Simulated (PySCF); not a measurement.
## Run report: C$_{2}$H$_{8}$FNSi$_{2}$, NMR shielding calculation

The run: NMR shielding calculation of C$_{2}$H$_{8}$FNSi$_{2}$. Method and program: GIAO PBE0/pcSseg-1 NMR shielding, non-relativistic, gas phase (PySCF 2.14.0).

The geometry comes from this level: GFN2-xTB. Figures and captions count atoms from 1; the log counts them from 0 in places.

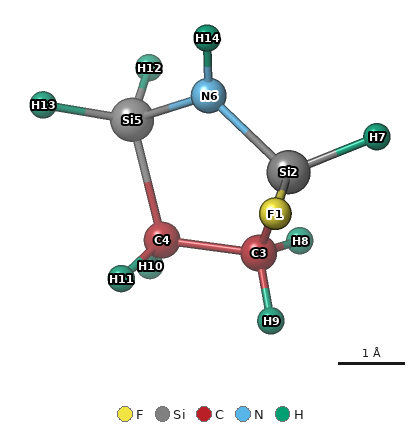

**Figure 1.** The structure (ball-and-stick view, seen at a tilt; atoms are numbered from 1 in the order of the input). Bond lengths as drawn: C–C 1.54 Å, C–H 1.09 Å, C–Si 1.89 to 1.90 Å, F–Si 1.62 Å, H–N 1.00 Å, H–Si 1.45 to 1.47 Å and N–Si 1.72 to 1.74 Å.

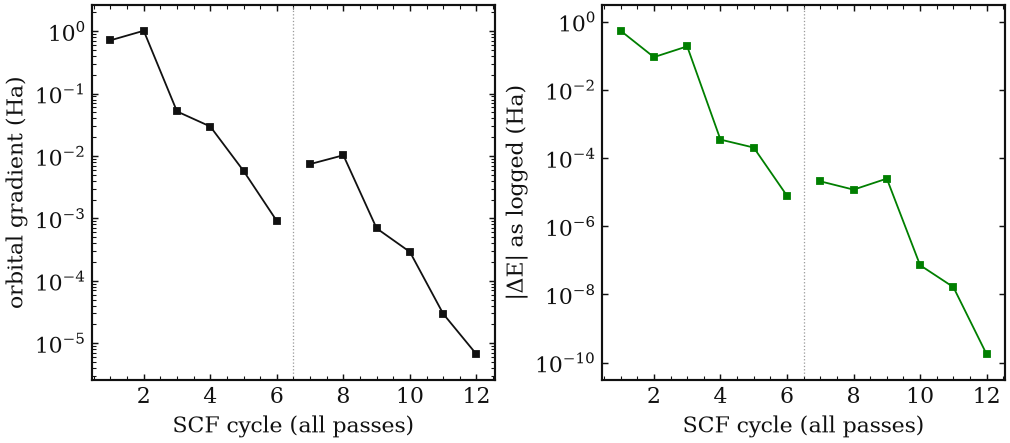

**Figure 2.** Convergence of the self-consistent field: orbital gradient and size of the energy change against the SCF cycle. The dotted line marks the change from a coarse to the final integration grid. The first 6 cycles use a coarse grid, the final grid takes over at cycle 7, and the field converges after 12 cycles in all.

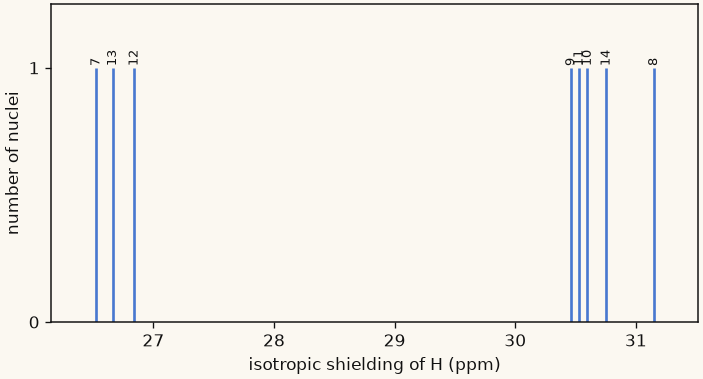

**Figure 3.** Isotropic shieldings of the hydrogen nuclei in this fixed geometry, labelled by atom number; shielding grows to the right, so chemical shift grows to the left. The least shielded is H7 (26.5 ppm), the most shielded H8 (31.1 ppm).

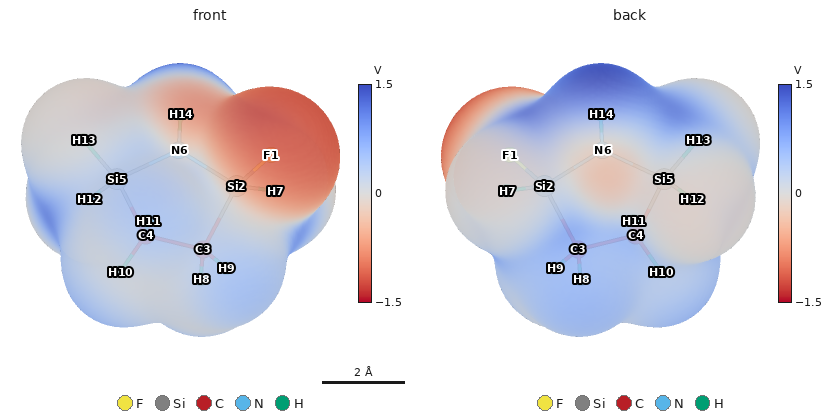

**Figure 4.** The electrostatic potential painted on the density surface at 0.001 e/bohr³, seen at a tilt and from behind; the colour scale runs from red (negative) to blue (positive). A positive charge is drawn to the negative regions and a negative charge to the positive ones. Its dipole moment is 1.64 D.

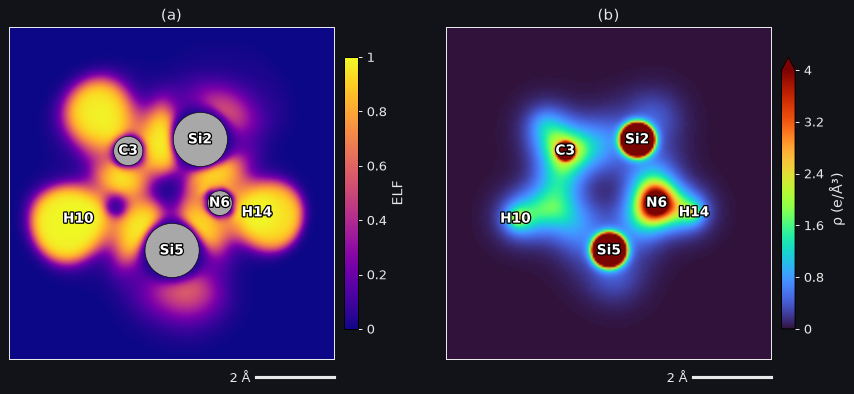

**Figure 5.** (a) electron localisation function; (b) electron density on the plane of atoms Si2, N6 and Si5. Grey discs, where drawn, cover atomic cores. The section cuts through Si, C, N and H sites. Si–N (1.72 Å): ρ is about 1.1 e/Å³ halfway; the ELF peaks at about 0.90 between the atoms, which marks a shared but strongly polarised pair. C–Si (1.89 Å): ρ is about 0.96 e/Å³ halfway; the ELF peaks at about 0.95 between the atoms, as expected for localised, shared-pair bonding.

The input and output of the run follow.

The input:
```
{"job": {"kind": "nmr", "xc": "PBE0", "basis": "pcSseg-1"}, "charge": 0, "multiplicity": 1}
F      0.106134     2.081609     1.758927
Si     0.075184     1.559324     0.226437
C      1.343238     0.184848    -0.073318
C      0.670095    -1.179677     0.145659
Si    -1.158905    -1.065086    -0.366921
N     -1.347418     0.635225    -0.062403
H      0.159349     2.781357    -0.552807
H      1.695677     0.245644    -1.103692
H      2.226071     0.282564     0.559387
H      1.217733    -1.962742    -0.379153
H      0.718187    -1.429871     1.206767
H     -1.384674    -1.362015    -1.787833
H     -2.067054    -1.838278     0.483021
H     -2.254294     1.066624    -0.076238
```

The first line tells a small driver script what to run in PySCF; the rest is the geometry in Å.

Command:
```bash
OMP_NUM_THREADS=1 python <driver script> task.json out
```

Output:
```
coarse grid: 12528 points
cycle   1  E = -814.0546943671  dE =  5.410e-01  |g| = 7.142e-01  |ddm| = 3.403e+00
cycle   2  E = -813.9636586430  dE =  9.104e-02  |g| = 1.016e+00  |ddm| = 1.340e+00
cycle   3  E = -814.1522735748  dE = -1.886e-01  |g| = 5.177e-02  |ddm| = 8.368e-01
cycle   4  E = -814.1526203316  dE = -3.468e-04  |g| = 2.969e-02  |ddm| = 6.847e-02
cycle   5  E = -814.1528227368  dE = -2.024e-04  |g| = 5.772e-03  |ddm| = 2.891e-02
cycle   6  E = -814.1528305345  dE = -7.798e-06  |g| = 9.094e-04  |ddm| = 6.177e-03
final grid: 111840 points
cycle   7  E = -814.1895490219  dE = -2.072e-05  |g| = 7.421e-03  |ddm| = 1.688e-02
cycle   8  E = -814.1895372099  dE =  1.181e-05  |g| = 1.028e-02  |ddm| = 1.452e-02
cycle   9  E = -814.1895620652  dE = -2.486e-05  |g| = 6.928e-04  |ddm| = 8.530e-03
cycle  10  E = -814.1895621368  dE = -7.161e-08  |g| = 2.903e-04  |ddm| = 7.018e-04
cycle  11  E = -814.1895621531  dE = -1.633e-08  |g| = 2.963e-05  |ddm| = 2.313e-04
cycle  12  E = -814.1895621533  dE = -1.746e-10  |g| = 6.650e-06  |ddm| = 3.641e-05
converged SCF energy = -814.1895621533

GIAO shielding tensors (ppm)
atom      isotropic    diamagn.    paramagn.     s11        s22        s33       span
  0 F      325.679     468.831    -143.152    266.274    334.766    375.995    109.720
  1 Si     346.116     878.366    -532.250    325.339    341.494    371.515     46.175
  2 C      176.706     254.712     -78.005    171.638    176.631    181.850     10.213
  3 C      181.273     252.392     -71.120    169.149    180.239    194.430     25.282
  4 Si     373.042     880.024    -506.981    335.444    362.593    421.090     85.646
  5 N      227.344     325.363     -98.019    179.408    241.100    261.524     82.115
  6 H       26.524      28.639      -2.115     22.664     24.010     32.898     10.234
  7 H       31.147      31.699      -0.552     26.115     28.700     38.627     12.511
  8 H       30.460      30.574      -0.114     25.389     27.944     38.047     12.658
  9 H       30.598      30.517       0.081     25.102     27.962     38.730     13.628
 10 H       30.529      31.591      -1.062     25.553     27.904     38.129     12.576
 11 H       26.840      29.149      -2.309     23.195     24.199     33.127      9.931
 12 H       26.661      28.939      -2.278     23.237     24.152     32.596      9.360
 13 H       30.754      30.688       0.065     22.735     26.771     42.754     20.019
```

Results in brief:

- outcome: converged
- total energy: −814.189562 hartree
- HOMO: −7.67 eV
- LUMO: 0.63 eV
- dipole moment: 1.64 D
- isotropic shielding, F: 325.7 ppm
- isotropic shielding, Si: 346.1 to 373.0 ppm
- isotropic shielding, C: 176.7 to 181.3 ppm
- isotropic shielding, N: 227.3 ppm
- isotropic shielding, H: 26.5 to 31.1 ppm
- hardware: 1 CPU thread, shared host
- wall time: 23 s
- peak memory: 0.73 GiB
